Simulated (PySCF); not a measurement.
## Electronic structure of C$_{4}$H$_{10}$O$_{2}$Si$_{2}$ in real space

Input

```
{"job": {"kind": "nmr", "xc": "PBE0", "basis": "pcSseg-1"}, "charge": 0, "multiplicity": 1}
C     -3.011320     0.524161    -0.704722
C     -1.780856     0.251015     0.130109
O     -1.755404     0.432149     1.333666
C     -0.634867    -0.288774    -0.592317
Si     0.148701    -1.832539     0.251609
C      0.740586    -0.056557     0.049068
O      1.750284     0.232760    -0.848618
Si     3.246333     0.790622    -0.582897
H     -3.848320     0.785947    -0.063314
H     -2.808883     1.350579    -1.383574
H     -3.260456    -0.352274    -1.298715
H     -0.661937    -0.224784    -1.671841
H      0.683274    -2.808372    -0.678522
H     -0.469879    -2.219417     1.499115
H      0.711051     0.613019     0.905385
H      3.682330     0.920170    -1.963535
H      4.042217    -0.169266     0.190869
H      3.218386     2.057880     0.151817
```

Command:

```sh
OMP_NUM_THREADS=1 python probes_run.py task.json out
```

Geometry: GFN2-xTB.

These are results of PBE0/pcSseg-1, SCF density, gas phase, non-relativistic (PySCF 2.14.0), not measurements.

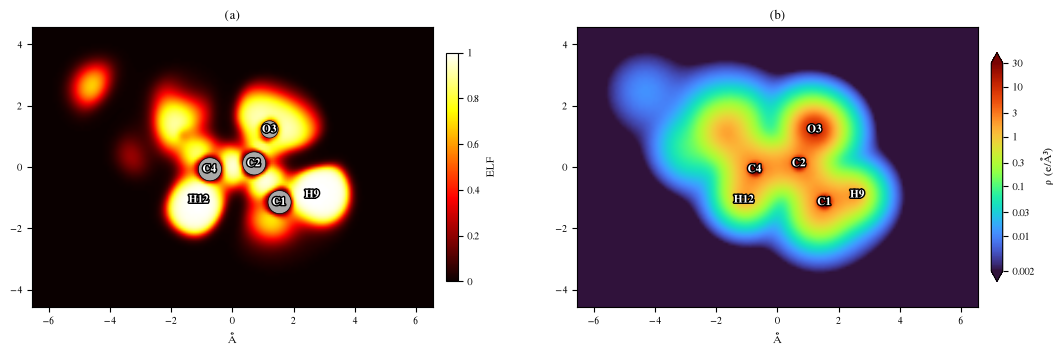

Figure 1. (a) ELF; (b) total electron density on the plane of atoms C1, C2 and O3. Grey discs cover the atomic cores in the ELF map.

Question: Interpret the plot.

Answer:
- The plane passes through C, O and H nuclei.
- C–O (1.22 Å): ρ at the midpoint is about 3.2 e/Å³; the ELF peaks at about 0.85 between the atoms: a short, multiple covalent bond.
- C–C (1.46 Å): the density is about 1.9 e/Å³ at the midpoint; the ELF peaks at about 0.95 between the atoms: a covalent bond.
- C–H (1.08 Å): ρ is about 2 e/Å³ halfway; the ELF climbs to about 1 towards the hydrogen, as it does in any bond to H; an ordinary covalent bond to hydrogen.
- C–C (1.51 Å): ρ is about 1.7 e/Å³ halfway; the ELF peaks at about 0.95 between the atoms (localised, covalent bonding).
- The ELF also peaks beside O3, away from the bonds: lone-pair regions.

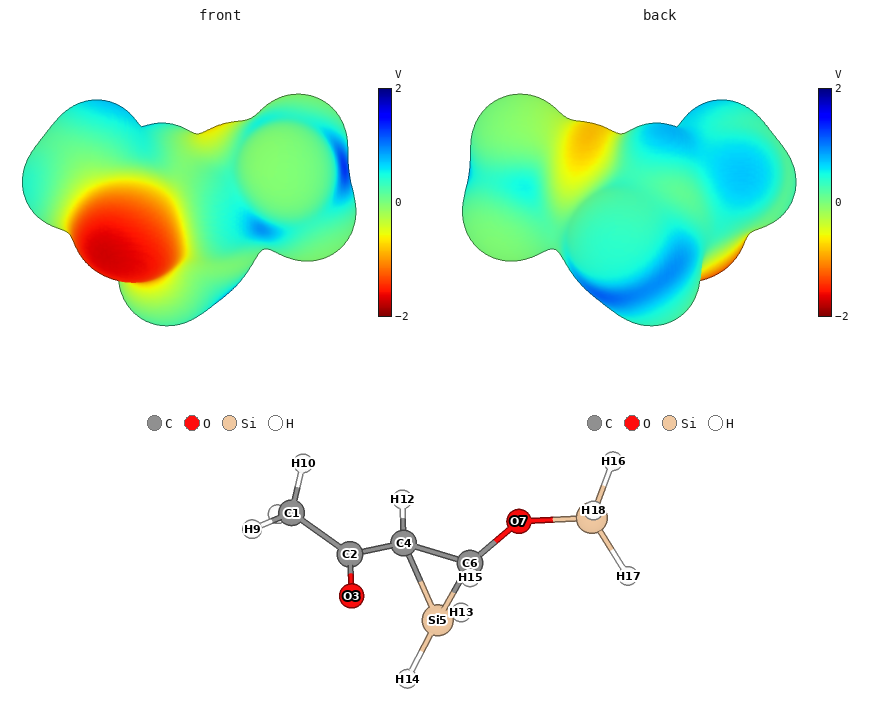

Figure 2. The molecular electrostatic potential painted on the density surface at 0.001 e/bohr³, seen from the front and from behind; the colour scale runs from red (negative) to blue (positive). The bare structure is drawn below in the same view.

Question: Which sites attract a positive test charge, and which a negative one?

Answer: A positive charge is drawn to the negative regions and a negative charge to the positive ones. The most negative region (about −1.7 V, or −39 kcal/mol for a unit charge) lies over O3, the most positive (about +1.2 V, or +28 kcal/mol for a unit charge) over Si8. O3 is the likeliest acceptor of a hydrogen bond.

Question: What dipole moment does the calculation give?

Answer: Its dipole moment is 2.16 D.
